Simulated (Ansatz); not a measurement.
# Geometry relaxation of MoHBrCl3F3

System: MoHBrCl3F3.
Method: RKS PBE/def2-SVP (Ansatz 0.2.0).

The input holds or restrains some coordinates. It belongs to a series of runs on one base structure; here: pulled along the bonds that form and break, towards end A.

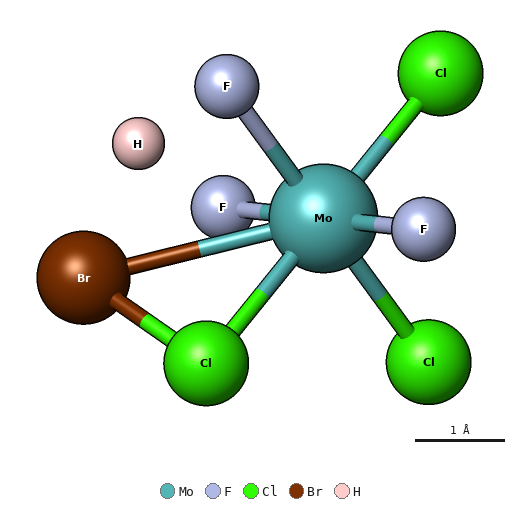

**Figure 1.** The structure as given in the input (ball-and-stick view, seen at a tilt). Sticks mark near contacts.

## The input
```yaml
crystal:
  periodic: [false, false, false]
  atoms:
    - { symbol: Mo, position_ang: [0.0, 0.0, 0.0] }
    - { symbol: F, position_ang: [0.0, 0.0, 2.12] }
    - { symbol: Cl, position_ang: [2.31, 0.0, 0.0] }
    - { symbol: F, position_ang: [0.0, 1.77, 0.0] }
    - { symbol: Cl, position_ang: [-2.31, 0.0, 0.0] }
    - { symbol: F, position_ang: [0.0, -1.77, 0.0] }
    - { symbol: Cl, position_ang: [0.0, 0.0, -2.31] }
    - { symbol: Br, position_ang: [-1.989, 1.7476, 0.8797] }
    - { symbol: H, position_ang: [-0.9136, 0.8028, 2.0448] }
basis:
  gaussian: { orbitals: def2-SVP }
hamiltonian:
  xc: pbe
relax:
  f_tol: 0.15
  max_steps: 25
  restrain:
    - { distance: [0, 7], at: 3.69, k: 30.0 }
    - { distance: [8, 1], at: 2.12, k: 30.0 }
    - { distance: [0, 1], at: 1.77, k: 30.0 }
    - { distance: [8, 7], at: 1.55, k: 30.0 }
output:
  orbitals: {}
```

Run on 4 threads of Intel Xeon @ 2.80GHz (Skylake/Cascade Lake), 24 GiB of memory available, shared host.

Run as:
```bash
ansatz run input.yaml --threads 4 --pin off --max-ram 5120MiB --backend cpu --events-out ev --progress --plain --runs-dir out
```

## The program's output
```
The last accepted step is kept in [file] (removed where the run ends without a failure and the disk answers)
Engine: ansatz 0.2.0, x86_64-unknown-linux-gnu
Functional definition: PBE
  parameter kappa = 0.804
  parameter beta = 0.06672455060314922
  exchange = pbe_x(kappa = kappa, mu = beta*pi^2/3)
  correlation = pbe_c(beta = beta)
1735 factors; their error is unknown
mean field evaluation 1: about -117570.4224 eV, gradient 5.7e1 eV
mean field evaluation 2: about -117512.1423 eV, gradient 1.7e2 eV
mean field evaluation 4: about -117571.5986 eV, gradient 4.8e1 eV
mean field evaluation 8: about -117564.8024 eV, gradient 5.3e1 eV
mean field evaluation 16: about -117577.1386 eV, gradient 1.3e-1 eV
mean field evaluation 32: about -117574.7975 eV, gradient 9.9e0 eV
mean field -117577.13871422 eV, -4320.8801511007 hartree, gradient 1.2e-5 eV, S^2 0.000000; 4 other end points of the search recorded, 0 dependent functions left out
the calculation of the forces begins
reference -117577.13878635 eV, -4320.8801537514 hartree; 64, 64 occupied and 100, 100 virtual orbitals, 1735 factors
relax step   1: F+E_penalty+E_count = -117577.13871422 eV  Δ(F+E_penalty+E_count) = +0.000e0 eV  max|allowed force component| = 7.586e0 eV/Å  E_restraint = 27.48884486 eV  max|allowed force component, restraints' pulls added| = 2.537e1 eV/Å  Δτ_max = 0.0000 Å  (184 SCF iters, accepted)
  distance Mo 0 - Br 7 = 2.7900 Å
  distance H 8 - F 1 = 1.2185 Å
  distance Mo 0 - F 1 = 2.1200 Å
  distance H 8 - Br 7 = 1.8457 Å
these checks for a lower state are left out or cut short: starts, cluster_reference, orbital_swaps, neighbouring_geometries, increment
1735 factors; their error is unknown
mean field evaluation 64: about -117579.7001 eV, gradient 1.8e-2 eV
mean field -117579.70013168 eV, -4320.9742814559 hartree, gradient 6.1e-5 eV, S^2 0.000000; 1 other end points of the search recorded, 0 dependent functions left out
[... from here on the field's lines of each further geometry are left out, up to the last ...]
relax step   2: F+E_penalty+E_count = -117579.70013168 eV  Δ(F+E_penalty+E_count) = -2.561e0 eV  max|allowed force component| = 5.680e0 eV/Å  E_restraint = 13.70856059 eV  max|allowed force component, restraints' pulls added| = 1.890e1 eV/Å  Δτ_max = 0.1949 Å  (114 SCF iters, accepted)
relax step   3: F+E_penalty+E_count = -117580.47055487 eV  Δ(F+E_penalty+E_count) = -7.704e-1 eV  max|allowed force component| = 4.975e0 eV/Å  E_restraint = 8.06396047 eV  max|allowed force component, restraints' pulls added| = 1.496e1 eV/Å  Δτ_max = 0.0969 Å  (105 SCF iters, accepted)
relax step   4: F+E_penalty+E_count = -117581.43546828 eV  Δ(F+E_penalty+E_count) = -9.649e-1 eV  max|allowed force component| = 3.926e0 eV/Å  E_restraint = 2.81135002 eV  max|allowed force component, restraints' pulls added| = 8.317e0 eV/Å  Δτ_max = 0.1428 Å  (101 SCF iters, accepted)
relax step   5: F+E_penalty+E_count = -117582.68323388 eV  Δ(F+E_penalty+E_count) = -1.248e0 eV  max|allowed force component| = 2.505e0 eV/Å  E_restraint = 0.27486263 eV  max|allowed force component, restraints' pulls added| = 3.232e0 eV/Å  Δτ_max = 0.1901 Å  (54 SCF iters, accepted)
relax step   6: F+E_penalty+E_count = -117583.60336880 eV  Δ(F+E_penalty+E_count) = -9.201e-1 eV  max|allowed force component| = 2.268e0 eV/Å  E_restraint = 0.09020015 eV  max|allowed force component, restraints' pulls added| = 1.378e0 eV/Å  Δτ_max = 0.1947 Å  (53 SCF iters, accepted)
relax step   7: F+E_penalty+E_count = -117583.76107978 eV  Δ(F+E_penalty+E_count) = -1.577e-1 eV  max|allowed force component| = 2.260e0 eV/Å  E_restraint = 0.08291110 eV  max|allowed force component, restraints' pulls added| = 1.029e0 eV/Å  Δτ_max = 0.2000 Å  (39 SCF iters, accepted)
relax step   8: F+E_penalty+E_count = -117583.87038250 eV  Δ(F+E_penalty+E_count) = -1.093e-1 eV  max|allowed force component| = 2.067e0 eV/Å  E_restraint = 0.08470765 eV  max|allowed force component, restraints' pulls added| = 3.357e-1 eV/Å  Δτ_max = 0.2000 Å  (43 SCF iters, accepted)
the calculation of the forces begins
reference -117583.90711298 eV, -4321.1288851670 hartree; 64, 64 occupied and 100, 100 virtual orbitals, 1735 factors
relax step   9: F+E_penalty+E_count = -117583.90704115 eV  Δ(F+E_penalty+E_count) = -3.666e-2 eV  max|allowed force component| = 1.951e0 eV/Å  E_restraint = 0.08520585 eV  max|allowed force component, restraints' pulls added| = 4.685e-2 eV/Å  Δτ_max = 0.2000 Å  (44 SCF iters, accepted)
  distance Mo 0 - Br 7 = 3.7196 Å
  distance H 8 - F 1 = 2.1209 Å
  distance Mo 0 - F 1 = 1.8208 Å
  distance H 8 - Br 7 = 1.5028 Å
1735 factors; their error is unknown
mean field evaluation 160: about -117584.0291 eV, gradient 1.4e-1 eV
mean field evaluation 192: about -117583.7572 eV, gradient 1.7e0 eV
```

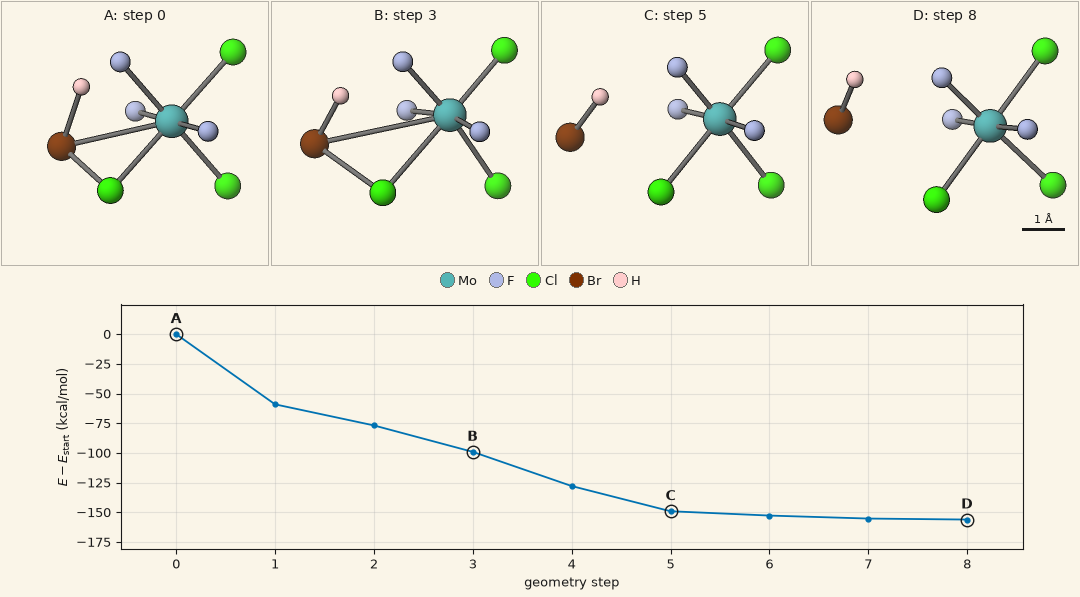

**Figure 2.** Frames of the restrained relaxation (ball-and-stick view, seen at a tilt) above the curves, on which the letters mark them (the first geometry is step 0 here and step 1 in the log).

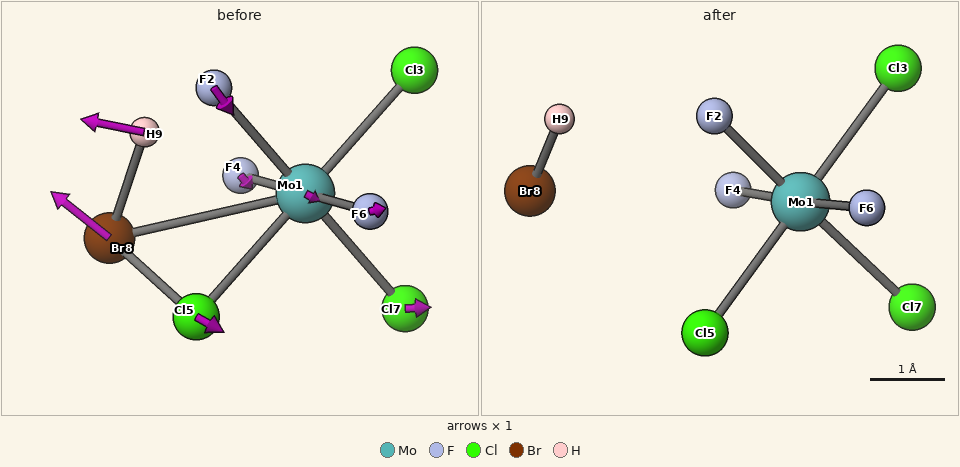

**Figure 3.** Before (left) and after (right) the restrained relaxation, at one scale (ball-and-stick view, seen at a tilt). The pink arrows give the displacements, at true length. The largest move after the best rigid fit is that of Br8, 1.03 Å. Largest moves by element: Br 1.03 Å, H 0.90 Å, F 0.51 Å, Cl 0.45 Å, Mo 0.23 Å. Distances before and after: Cl5–Br8 1.983 → 3.297 Å, Mo1–Br8 2.790 → 3.720 Å, Br8–H9 1.846 → 1.503 Å, Mo1–F2 2.120 → 1.821 Å. Bonds break: Cl5–Br8 (1.98 → 3.30 Å), Mo1–Br8 (2.79 → 3.72 Å). Among the angles that change: F4–Mo1–F6 180.0° → 177.6°. The energy falls by 156.1 kcal/mol in 8 geometry steps. Largest force component: 7.6 eV/Å at the start, 2 eV/Å at the end. (Atoms are counted from 1 in the order of the input.)

```
mean field -117583.90704115 eV, -4321.1288825275 hartree, gradient 2.6e-5 eV, S^2 0.000000; 4 other end points of the search recorded, 0 dependent functions left out
the calculation of the forces begins
reference -117583.90711298 eV, -4321.1288851670 hartree; 64, 64 occupied and 100, 100 virtual orbitals, 1735 factors
Total energy: -117583.90711298 eV, -4321.1288851670 hartree
Atom 0 at     0.064729    -0.124542    -0.179990 Å, force     0.607674    -0.616331    -1.950745 eV/Å
Atom 1 at    -0.077450    -0.006811     1.631409 Å, force    -0.120393     0.056555     1.480603 eV/Å
Atom 2 at     2.367240    -0.008304     0.051003 Å, force    -0.006211     0.024914     0.034551 eV/Å
Atom 3 at    -0.012837     1.719614    -0.300113 Å, force     0.015154    -0.022731    -0.033239 eV/Å
Atom 4 at    -2.216588    -0.309502    -0.372476 Å, force    -0.008257     0.018314     0.031356 eV/Å
Atom 5 at     0.178488    -1.971468     0.010327 Å, force     0.009660     0.017506    -0.032182 eV/Å
Atom 6 at     0.298123    -0.280262    -2.467753 Å, force     0.009962    -0.037945    -0.007585 eV/Å
Atom 7 at    -2.092476     2.243144     1.710970 Å, force     0.145208    -0.353417     1.328500 eV/Å
Atom 8 at    -1.411827     1.288531     2.651121 Å, force    -0.652796     0.913134    -0.851259 eV/Å
Dipole moment:    -0.091813     0.020773     0.123109 e Å
```

## Trajectory as extended XYZ (Å, eV, eV/Å), 9 frames, from step=1 to step=9
```
9
Properties=species:S:1:pos:R:3:forces:R:3 step=1 energy=-117577.13871
Mo    0.0000    0.0000    0.0000    6.1262  -1.5679  -1.7978
F     0.0000    0.0000    2.1200   -1.8829   1.7037   0.6613
Cl    2.3100    0.0000    0.0000    0.2851   0.0761   0.2072
F     0.0000    1.7700    0.0000    3.8719   3.5979  -1.7295
Cl   -2.3100    0.0000    0.0000   -5.1928  -7.2025  -4.2483
F     0.0000   -1.7700    0.0000   -0.7582  -2.8614   0.4513
Cl    0.0000    0.0000   -2.3100   -0.3701  -0.0429  -0.2826
Br   -1.9890    1.7476    0.8797   -3.8355   7.5864   6.5609
H    -0.9136    0.8028    2.0448    1.7563  -1.2894   0.1775
9
Properties=species:S:1:pos:R:3:forces:R:3 step=2 energy=-117579.70013
Mo    0.1280   -0.0673    0.0046    0.6862   1.0284  -2.6388
F     0.0722   -0.0625    2.0615   -1.5244   1.2421  -0.3573
Cl    2.3259   -0.0002    0.0018    1.6111  -0.0460   0.2121
F     0.0258    1.7729   -0.0090    1.5237   0.5550  -0.6420
Cl   -2.3354   -0.0355   -0.0224   -0.1931  -4.3961  -2.3425
F    -0.0030   -1.8091    0.0041   -0.3083  -3.6849   0.6712
Cl   -0.0021   -0.0012   -2.3118    0.2618   0.0215  -0.1057
Br   -2.0965    1.8568    1.0002   -2.0258   5.1057   5.6804
H    -1.0176    0.8966    2.0055   -0.0312   0.1742  -0.4772
9
Properties=species:S:1:pos:R:3:forces:R:3 step=3 energy=-117580.47056
Mo    0.1767   -0.0990    0.0044   -1.0402   2.4865  -1.9605
F     0.1209   -0.1050    2.0236   -1.0898   0.8846  -0.6040
Cl    2.3385   -0.0007    0.0030    2.1945  -0.0545   0.1242
F     0.0338    1.7699   -0.0115    1.0909  -0.2616  -0.3586
Cl   -2.3341   -0.0522   -0.0308    0.3681  -3.6582  -1.9788
F    -0.0040   -1.8317    0.0077   -0.2465  -3.8415   0.5364
Cl   -0.0003   -0.0013   -2.3122    0.3387  -0.0515  -0.0167
Br   -2.1463    1.9110    1.0632   -0.8669   3.6558   4.9746
H    -1.0878    0.9593    1.9871   -0.7488   0.8403  -0.7166
9
Properties=species:S:1:pos:R:3:forces:R:3 step=4 energy=-117581.43547
Mo    0.2195   -0.1281    0.0123   -2.4159   2.8969  -1.7766
F     0.1915   -0.1655    1.9555   -0.6779   0.5261  -0.3204
Cl    2.3655   -0.0015    0.0033    2.4178  -0.0591  -0.0031
F     0.0403    1.7613   -0.0120    0.8166  -0.7867  -0.1006
Cl   -2.3242   -0.0832   -0.0481    0.8483  -2.7342  -1.4315
F    -0.0058   -1.8687    0.0119   -0.0460  -3.3011   0.3136
Cl    0.0046   -0.0029   -2.3104    0.4113  -0.1340   0.1230
Br   -2.2013    1.9838    1.1499   -0.1350   2.3177   3.9258
H    -1.1926    1.0552    1.9721   -1.2190   1.2743  -0.7302
9
Properties=species:S:1:pos:R:3:forces:R:3 step=5 energy=-117582.68323
Mo    0.2261   -0.1478    0.0013   -2.5048   1.6797  -2.4753
F     0.2373   -0.2071    1.8515   -0.4774   0.3139   1.0513
Cl    2.4193   -0.0058   -0.0020    1.4191  -0.1448  -0.1248
F     0.0536    1.7356   -0.0070    0.4901  -0.6835   0.1222
Cl   -2.2849   -0.1466   -0.0794    1.1917  -1.3913  -0.5963
F     0.0025   -1.9342    0.0149    0.3753  -1.7303   0.0769
Cl    0.0227   -0.0112   -2.3110    0.4434  -0.1962   0.0660
Br   -2.2751    2.1018    1.2793    0.1351   1.0204   2.3403
H    -1.3041    1.1657    1.9869   -1.0725   1.1321  -0.4603
9
Properties=species:S:1:pos:R:3:forces:R:3 step=6 energy=-117583.60337
Mo    0.1511   -0.1431   -0.0475   -0.8259  -0.2176  -2.2677
F     0.1743   -0.1880    1.7790   -0.3270   0.2298   1.5564
Cl    2.4212   -0.0355   -0.0277    0.3974  -0.1735  -0.0774
F     0.0635    1.7192    0.0094    0.1139  -0.2380   0.0399
Cl   -2.2032   -0.2536   -0.1186    0.5426  -0.2697  -0.0788
F     0.0735   -1.9934    0.0097    0.4747  -0.2235  -0.0794
Cl    0.0801   -0.0384   -2.3475    0.2564  -0.1238  -0.0633
Br   -2.3045    2.2334    1.4197    0.2876  -0.0015   1.3603
H    -1.3588    1.2499    2.0581   -0.9197   1.0178  -0.3900
9
Properties=species:S:1:pos:R:3:forces:R:3 step=7 energy=-117583.76108
Mo    0.1256   -0.1436   -0.0852   -0.3932  -0.3135  -2.2596
F     0.1038   -0.1411    1.7380   -0.2747   0.1740   1.6389
Cl    2.4086   -0.0442   -0.0171    0.2723  -0.1000  -0.0190
F     0.0395    1.7143   -0.0633    0.1003  -0.1623   0.0105
Cl   -2.2055   -0.2704   -0.1895    0.4050  -0.1472   0.0047
F     0.1226   -1.9961    0.0001    0.2929  -0.1422  -0.0545
Cl    0.1413   -0.0981   -2.3883    0.1648  -0.0959  -0.0467
Br   -2.2612    2.2414    1.4862    0.2743  -0.1516   1.3945
H    -1.3773    1.2883    2.2535   -0.8418   0.9386  -0.6689
9
Properties=species:S:1:pos:R:3:forces:R:3 step=8 energy=-117583.87038
Mo    0.0875   -0.1353   -0.1326    0.3151  -0.5486  -2.0675
F     0.0159   -0.0809    1.6884   -0.1980   0.1169   1.5574
Cl    2.3887   -0.0402    0.0085    0.0808  -0.0058   0.0321
F     0.0037    1.7160   -0.1649    0.0841  -0.0894  -0.0436
Cl   -2.2078   -0.3007   -0.2700    0.1052  -0.0303   0.0199
F     0.1654   -1.9889   -0.0048    0.1033  -0.0015  -0.0412
Cl    0.2250   -0.1803   -2.4324    0.0377  -0.0536  -0.0127
Br   -2.1816    2.2598    1.5905    0.2048  -0.3099   1.3689
H    -1.3995    1.3008    2.4519   -0.7330   0.9221  -0.8134
9
Properties=species:S:1:pos:R:3:forces:R:3 step=9 energy=-117583.90704
Mo    0.0647   -0.1245   -0.1800    0.6077  -0.6163  -1.9507
F    -0.0775   -0.0068    1.6314   -0.1204   0.0566   1.4806
Cl    2.3672   -0.0083    0.0510   -0.0062   0.0249   0.0346
F    -0.0128    1.7196   -0.3001    0.0152  -0.0227  -0.0332
Cl   -2.2166   -0.3095   -0.3725   -0.0083   0.0183   0.0314
F     0.1785   -1.9715    0.0103    0.0097   0.0175  -0.0322
Cl    0.2981   -0.2803   -2.4678    0.0100  -0.0379  -0.0076
Br   -2.0925    2.2431    1.7110    0.1452  -0.3534   1.3285
H    -1.4118    1.2885    2.6511   -0.6528   0.9131  -0.8513
```

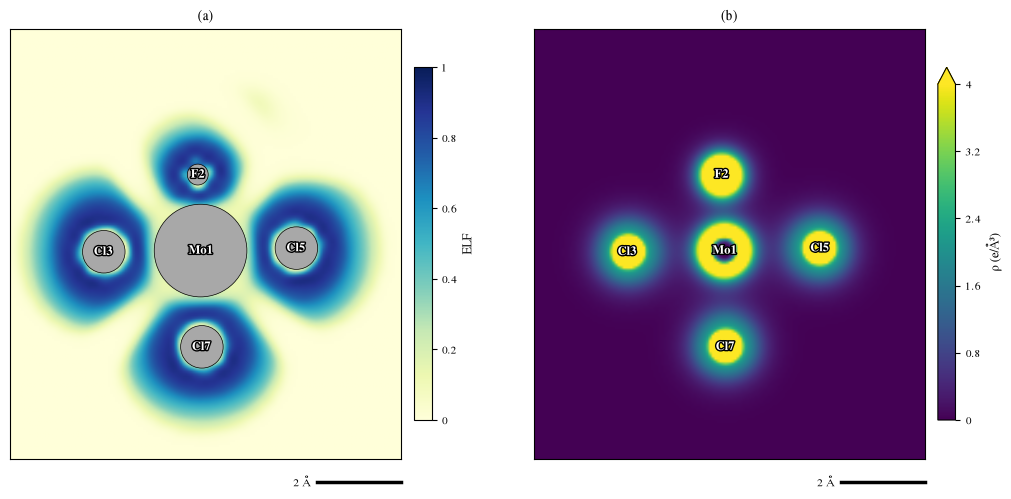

**Figure 4.** (a) electron localisation function; (b) electron density on the plane of atoms Cl3, Mo1 and Cl7. Grey discs, where drawn, cover atomic cores. Atoms in the plane: Mo, F and Cl. Mo–F (1.82 Å): ρ is about 1.2 e/Å³ halfway; the ELF peaks at about 0.85 in the valence shell of F, 0.5 Å from its nucleus, and drops to about 0.25 between the two atoms. Mo–Cl (2.30 Å): ρ is about 0.64 e/Å³ halfway; the ELF peaks at about 0.85 in the valence shell of Cl, 0.8 Å from its nucleus, and is about 0.35 at the midpoint.

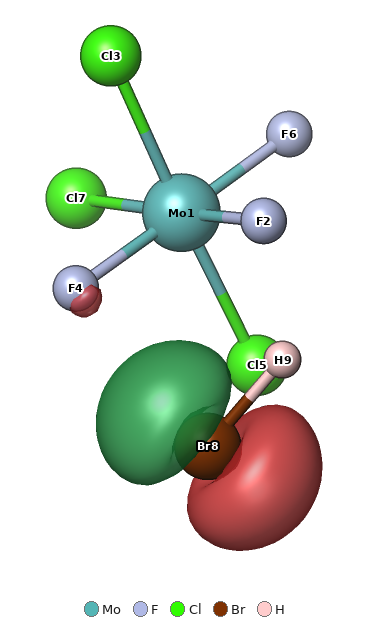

**Figure 5.** One frontier orbital at ±0.2 Å⁻³ᐟ² (green and red are the two phases), seen at an oblique angle. The HOMO−1, at −7.33 eV.

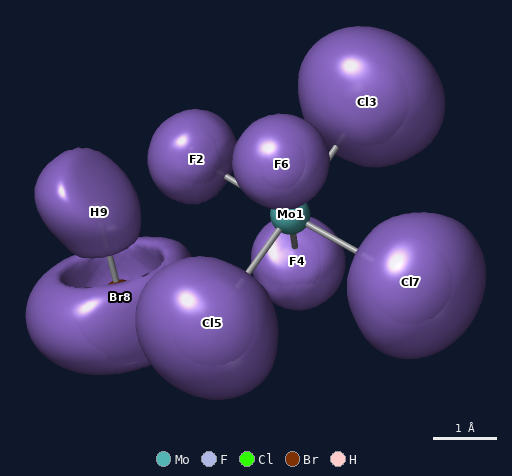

**Figure 6.** Isosurface of the ELF at 0.75 (purple), seen at a tilt. Only the valence region is drawn (cores and ρ < 0.01 e/Å³ removed). Values along the shortest contacts: Mo–F (1.82 Å): the ELF peaks at about 0.85 in the valence shell of F, 0.5 Å from its nucleus, and drops to about 0.25 between the two atoms.

## Results in brief

```csv
quantity,value
outcome,converged under the restraints of the input
total energy,−117583.9071 eV
mean-field energy,−117583.9071 eV
"largest force (length of the vector) at the end, held atoms and coordinates included",2.134 eV/Å
wall time,40 s (CPU time 2.5 min)
peak memory,0.49 GiB
```

The run takes a singlet; with an open-shell metal another spin state may lie lower.
